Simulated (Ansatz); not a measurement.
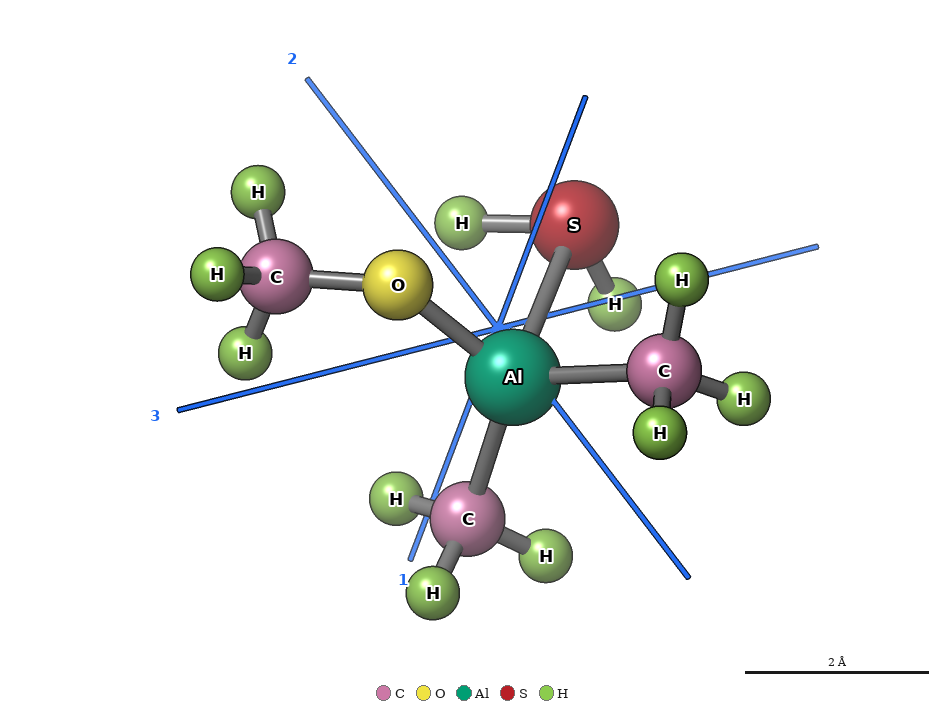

The three principal axes of inertia are drawn and numbered. Depth is shown by fading: the farther an atom, the more it takes the colour of the background. The geometry was computed by an optimisation with PBE0-D4/def2-TZVP. No frequency run is at hand to confirm it as a minimum. Masses are those of the most abundant isotopes; constants are for the rigid equilibrium geometry.

**Which line is the a axis (least moment of inertia), which b and which c?**

a is line 3, b is line 2, c is line 1; the moments are 267, 319, 389 u Å².

**What kind of rotor is it, and what are its rotational constants in MHz?**

An asymmetric top (C1): A = 1896, B = 1585, C = 1300 MHz. Ray's parameter κ is −0.04, midway between the limits.
